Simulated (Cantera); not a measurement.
A closed system holds: 1 mol C3H6, 1.7 mol H2, at 2750 K.

These are equilibrium values from Cantera (NASA tables, ideal gas, pure condensed phases), not measurements of a reactor. Candidate condensed phases: C, C6H6, C7H8, C8H18; 76 gas species. The ideal-gas law is rough above about 30 bar. The numbers say what is thermodynamically allowed, not how fast it happens.

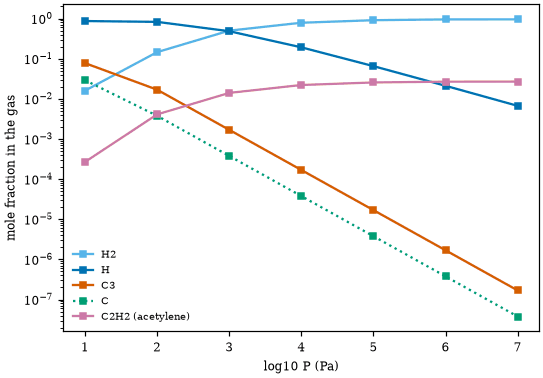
Equilibrium gas composition (values under 1e-9 drawn at 1e-9)

### Question
Read off the mole fractions at 7.50 Torr.

### Answer
H2 about 0.50, H about 0.48, C2H2 (acetylene) about 0.014, C3 about 0.0017, C about 0.00038.
